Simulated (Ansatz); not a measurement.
## TlSe3F (built on the sites of a database entry of TlIO3): phonons and vibrational spectra

Aim: the vibrations of TlSe3F (built on the sites of a database entry of TlIO3), their spectra, and whether the structure is stable.

Calculated with Ansatz 0.2.0; DFT PBEsol, scalar-relativistic, plane waves, PAW.

The structure was built from a prototype and need not be the compound's stable phase.

## (1) The starting structure

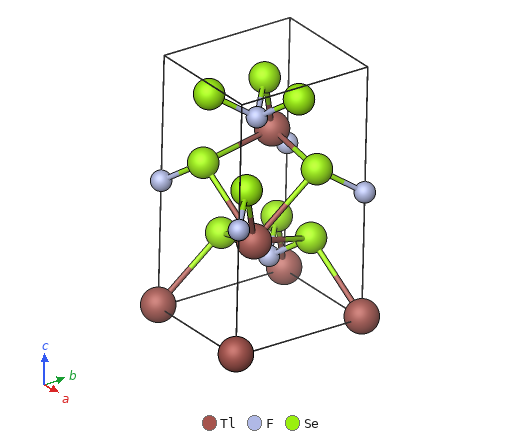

The cell as given, slightly off an axis (thallium brown, fluorine light blue, selenium green). This picture shows the conventional cell, with its axes. Bonds to atoms that aren't drawn are left out. Some periodic images of atoms are drawn too.

## (2) Rough relaxation

The start is far from rest, so a relaxation with loose tolerances brings it close first.

input.yaml

```yaml
crystal:
  lattice:
    - [3.36242, 1.94129, 2.83379]
    - [-3.36242, 1.94129, 2.83379]
    - [0.0, -3.88259, 2.83379]
  atoms:
    - { symbol: Tl, position: [0.00875085, 0.00875085, 0.00875085] }
    - { symbol: F, position: [0.50186733, 0.50186733, 0.50186733] }
    - { symbol: Se, position: [0.90328765, 0.46189709, 0.46189709] }
    - { symbol: Se, position: [0.46189709, 0.90328765, 0.46189709] }
    - { symbol: Se, position: [0.46189709, 0.46189709, 0.90328765] }
kpoints:
  mp_grid: { grid: [6, 6, 6] }
hamiltonian:
  xc: pbesol
scf:
  occupations: { method: gaussian, width: 0.1 }
output:
  forces: true
  stress: true
  eigenvalues: true
relax:
  adjacent_minimum: "off"
  f_tol: 0.05
  max_steps: 80
  cell: { stress_tol: 0.5 }
```

The run is started by

```
> ansatz run input.yaml --threads 8 --pin off --max-ram 14336MiB --backend cpu --events-out ev --progress --plain --runs-dir out
```

Numbers of over 12 decimals in the logs are rounded to 6 here.

The log of the run:

```text
The last accepted step is kept in <dir> (removed where the run ends without a failure and the disk answers)
Engine: ansatz 0.2.0, x86_64-unknown-linux-gnu
Pseudopotentials: kind: paw
Pseudopotential: Tl, paw, valence charge 13, recommended cutoff 420 eV (normal), Tl.paw.azcp
Pseudopotential: F, paw, valence charge 7, recommended cutoff 420 eV (normal), F.paw.azcp
[...]
cell:  # Å, volume = 119.2279 Å³
    - [3.422717, 1.976105, 2.937957]
    - [-3.422717, 1.976105, 2.937957]
    - [-7.818651535857524e-18, -3.952215, 2.937953]
  atoms:
    - { symbol: Tl, position: [-0.103941, -0.103941, -0.103941] }
    - { symbol: F, position: [0.625257, 0.625257, 0.625257] }
    - { symbol: Se, position: [1.037242, 0.389571, 0.389571] }
    - { symbol: Se, position: [0.389571, 1.037242, 0.389571] }
    - { symbol: Se, position: [0.389571, 0.389571, 1.037242] }
[key lines of the parts left out:]
SCF converged after 6 iterations
Free energy (F): -28367.559061 eV
Fermi energy:    7.530313 eV
P = ⅓ Tr σ = 0.2662 GPa (2.662 kbar)
```

Wall time 9.5 s (8 threads of AMD EPYC 9R45, shared host); peak memory 0.67 GiB; 67 s of CPU time.

Relaxation path:

```tsv
step	energy less that of the first step (eV)	largest force component (eV/Å)	pressure (GPa)	volume (Å³)
1	0.0000	4.4841	7.04	110.98
2	-0.9393	2.2698	4.80	104.61
3	-1.4215	0.8365	0.85	105.95
4	-1.8460	0.6824	1.53	102.16
5	-2.3899	2.0970	2.90	102.47
6	-2.8572	2.1065	7.49	104.50
7	-3.4805	1.1121	-0.47	115.04
8	-3.6682	0.7428	0.09	118.74
9	-3.8310	0.1602	-0.51	120.11
10	-3.8153	0.4219	0.62	120.43
11	-3.8377	0.0680	0.23	118.90
12	-3.8384	0.0158	0.12	119.23
13*	-3.8488	0.0155	0.27	119.23
```

Relaxation steps marked * repeat the geometry before them on a plane-wave basis chosen anew for their cell, so energy and pressure can jump there. Relaxation step 10 was tried and not accepted.

The run keeps the 6 symmetry operations that it works with, so distortions that break them were not tested.

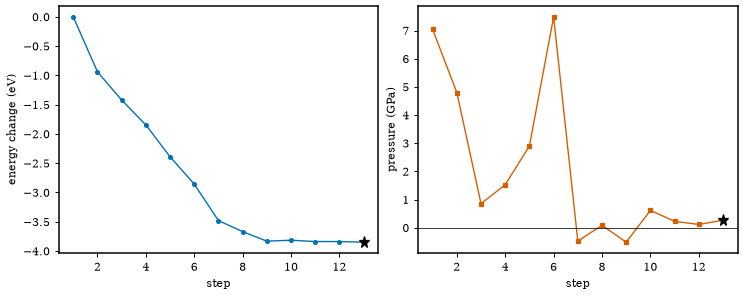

Energy and pressure along the relaxation. Stars mark steps on a basis chosen anew.

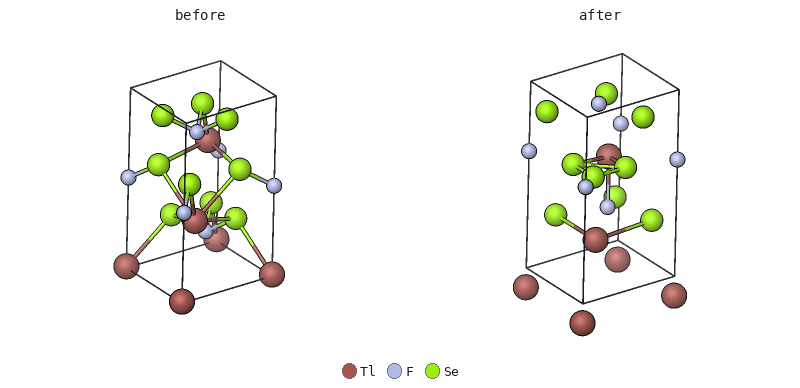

The structure before and after the relaxation, drawn at the same scale. Bonds to atoms that aren't drawn are left out.

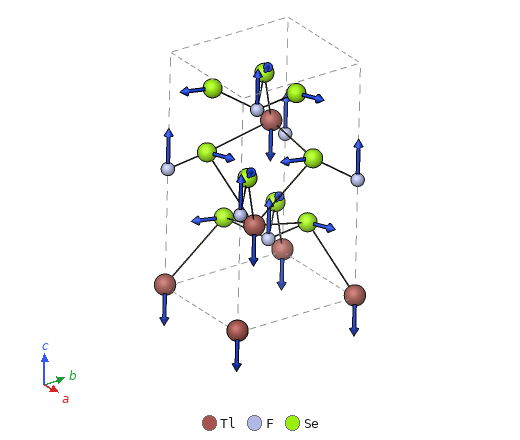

Displacements in the relaxation, exaggerated, measured against the changing cell; the longest in the cell stands for 1.09 Å. Bonds to atoms that aren't drawn are left out. Some periodic images of atoms are drawn too.

```tsv
conventional cell, symmetrised	before	after	change
a (Å)	6.725	6.845	+1.8 %
b (Å)	6.725	6.845	+1.8 %
c (Å)	8.501	8.814	+3.7 %
volume (Å³/atom)	22.20	23.85	+7.4 %
```

The atoms that moved most (Å, as changes of fractional coordinates times the final cell):

```tsv
atom	dx	dy	dz	length
F2	0.000	0.000	1.088	1.088
Tl1	0.000	0.000	-0.993	0.993
Se5	0.000	-0.815	-0.031	0.816
Se3	0.706	0.408	-0.031	0.816
Se4	-0.706	0.408	-0.031	0.816
```

The relaxed structure:

```xyz
5
Lattice="3.4227 1.9761 2.9380 -3.4227 1.9761 2.9380 0.0000 -3.9522 2.9380" Properties=species:S:1:pos:R:3 pbc="T T T"
Tl    0.0000    0.0000   -0.9161
F     0.0000    0.0000    5.5109
Se    2.2168    1.2799    5.3365
Se   -2.2168    1.2799    5.3365
Se    0.0000   -2.5597    5.3365
```

Numbers from this step:

```yaml
pressure: 0.2662 GPa
volume_per_atom: 23.85 Å³
gap_on_the_k_mesh: 0.2488 eV
direct_gap_on_mesh: 0.5791 eV
```

In this step the volume went from 22.20 to 23.85 Å³/atom.

## (3) Relaxation

Harmonic phonons are second derivatives at a point where the forces vanish, and they are wanted at zero stress, so atoms and cell are relaxed first.

input.yaml

```yaml
crystal:
  lattice:
    - [3.4227170429, 1.9761048782, 2.9379569516]
    - [-3.4227170429, 1.9761048782, 2.9379569516]
    - [0.0, -3.9522149401, 2.9379534649]
  atoms:
    - { symbol: Tl, position: [-0.103940939, -0.103940939, -0.103940939] }
    - { symbol: F, position: [0.6252568646, 0.6252568646, 0.6252568646] }
    - { symbol: Se, position: [1.0372417073, 0.3895711886, 0.3895711886] }
    - { symbol: Se, position: [0.3895711886, 1.0372417073, 0.3895711886] }
    - { symbol: Se, position: [0.3895711886, 0.3895711886, 1.0372417073] }
kpoints:
  mp_grid: { grid: [6, 6, 6] }
hamiltonian:
  xc: pbesol
scf:
  occupations: { method: gaussian, width: 0.01 }
output:
  forces: true
  stress: true
  eigenvalues: true
relax:
  adjacent_minimum: "off"
  f_tol: 0.005
  max_steps: 80
  cell: { stress_tol: 0.05 }
```

The log of the run:

```text
[...]
Crystal: 5 atoms, lattice volume = 119.228 Å³
Basis set: ecut = 420 eV, 2325 PW (Γ), exchange–correlation on 72×72×72 points (8 copies of the dense FFT grid, shifted against one another)
Bands: 41, of which v1, the nominal top of the filled ones, is band 34 counted from 1 (33 counted from 0)
Symmetry: 6 space group operations
[...]
k-points: 32 of 216 (time reversal used)
[...]
cell:  # Å, volume = 120.4550 Å³
    - [3.427999, 1.979154, 2.959055]
    - [-3.427999, 1.979154, 2.959055]
    - [0, -3.958314, 2.959052]
  atoms:
    - { symbol: Tl, position: [-0.104236, -0.104236, -0.104236] }
    - { symbol: F, position: [0.626849, 0.626849, 0.626849] }
    - { symbol: Se, position: [1.037113, 0.388987, 0.388987] }
    - { symbol: Se, position: [0.388987, 1.037113, 0.388987] }
    - { symbol: Se, position: [0.388987, 0.388987, 1.037113] }
[key lines of the parts left out:]
SCF converged after 7 iterations
Free energy (F): -28367.560338 eV
Fermi energy:    7.401510 eV
P = ⅓ Tr σ = 0.0166 GPa (0.166 kbar)
```

Elapsed: 3.4 s, on 8 threads; peak memory 0.68 GiB.

The steps of the relaxation:

```tsv
step	energy less that of the first step (eV)	largest force component (eV/Å)	pressure (GPa)	volume (Å³)
1	0.0000	0.0152	0.27	119.23
2	0.0004	0.0161	-0.12	120.91
3	-0.0002	0.0075	-0.02	120.52
4	-0.0003	0.0016	0.00	120.46
5*	-0.0014	0.0015	0.02	120.46
```

Relaxation steps marked * repeat the geometry before them on a plane-wave basis chosen anew for their cell, so energy and pressure can jump there.

The run keeps the 6 symmetry operations that it works with, so distortions that break them were not tested.

```tsv
conventional cell, symmetrised	before	after	change
a (Å)	6.845	6.856	+0.2 %
b (Å)	6.845	6.856	+0.2 %
c (Å)	8.814	8.877	+0.7 %
volume (Å³/atom)	23.85	24.09	+1.0 %
```

The atoms that moved most (Å, as changes of fractional coordinates times the final cell):

```tsv
atom	dx	dy	dz	length
F2	0.000	0.000	0.014	0.014
```

Final coordinates:

```xyz
5
Lattice="3.4280 1.9792 2.9591 -3.4280 1.9792 2.9591 0.0000 -3.9583 2.9591" Properties=species:S:1:pos:R:3 pbc="T T T"
Tl    0.0000    0.0000   -0.9253
F     0.0000    0.0000    5.5646
Se    2.2218    1.2827    5.3709
Se   -2.2218    1.2827    5.3709
Se    0.0000   -2.5655    5.3709
```

Numbers from this step:

- pressure: 0.01664 GPa
- gap on the k-mesh: 0.2748 eV
- volume per atom: 24.09 Å³
- direct gap on mesh: 0.5583 eV

In this step the volume went from 23.85 to 24.09 Å³/atom.

## (4) Tight relaxation

Phonons need a cell at rest on their own settings, so the relaxation is repeated with tight tolerances on forces and stress, using the mesh and the filling of the phonon run that follows.

input.yaml

```yaml
crystal:
  lattice:
    - [3.4279986038, 1.9791541763, 2.9590553523]
    - [-3.4279986038, 1.9791541763, 2.9590553523]
    - [0.0, -3.9583135737, 2.9590518603]
  atoms:
    - { symbol: Tl, position: [-0.1042364262, -0.1042364262, -0.1042364262] }
    - { symbol: F, position: [0.626849451, 0.626849451, 0.626849451] }
    - { symbol: Se, position: [1.0371129687, 0.3889870083, 0.3889870083] }
    - { symbol: Se, position: [0.3889870083, 1.0371129687, 0.3889870083] }
    - { symbol: Se, position: [0.3889870083, 0.3889870083, 1.0371129687] }
kpoints:
  mp_grid: { grid: [6, 6, 6] }
hamiltonian:
  xc: pbesol
scf:
  occupations: { method: fixed }
output:
  forces: true
  stress: true
  eigenvalues: true
relax:
  adjacent_minimum: "off"
  f_tol: 0.001
  max_steps: 60
  cell: { stress_tol: 0.01 }
```

The log of the run:

```text
[...]
Crystal: 5 atoms, lattice volume = 120.455 Å³
Basis set: ecut = 420 eV, 2361 PW (Γ), exchange–correlation on 72×72×72 points (8 copies of the dense FFT grid, shifted against one another)
Bands: 41, of which v1, the nominal top of the filled ones, is band 34 counted from 1 (33 counted from 0)
Symmetry: 6 space group operations
[...]
k-points: 32 of 216 (time reversal used)
[...]
cell:  # Å, volume = 120.5790 Å³
    - [3.428523, 1.979457, 2.961195]
    - [-3.428523, 1.979457, 2.961195]
    - [-1.1835516456830108e-19, -3.958919, 2.961191]
  atoms:
    - { symbol: Tl, position: [-0.104527, -0.104527, -0.104527] }
    - { symbol: F, position: [0.626892, 0.626892, 0.626892] }
    - { symbol: Se, position: [1.037244, 0.389045, 0.389045] }
    - { symbol: Se, position: [0.389045, 1.037244, 0.389045] }
    - { symbol: Se, position: [0.389045, 0.389045, 1.037244] }
[key lines of the parts left out:]
SCF converged after 6 iterations
Free energy (F): -28367.560337 eV
Fermi energy:    7.250294 eV
P = ⅓ Tr σ = 0.0012 GPa (0.012 kbar)
```

Wall time 3.3 s (8 threads); peak memory 0.68 GiB.

Little changed from the start: no atom moved by 0.005 Å and no cell edge by 0.1 %.

This step gave:

```
pressure           : 0.001234 GPa
gap on the k-mesh  : 0.2787 eV
volume per atom    : 24.12 Å³
direct gap on mesh : 0.5579 eV
```

The largest force component left is 0.21 meV/Å and the pressure is 0.001 GPa, within the tolerances set. The cell now holds 24.12 Å³/atom.

(Part 1 of 3 ends here.)

[Logs are printed without paths, hosts, clocks, repeated set-up lines and the standing remarks that a program may print on its own settings, such as how far it seeks lower states.]

[Hosts, paths, dates, database ids (printed as entryN), source tags and the programs' standing remarks are cut or masked in the printed files.]
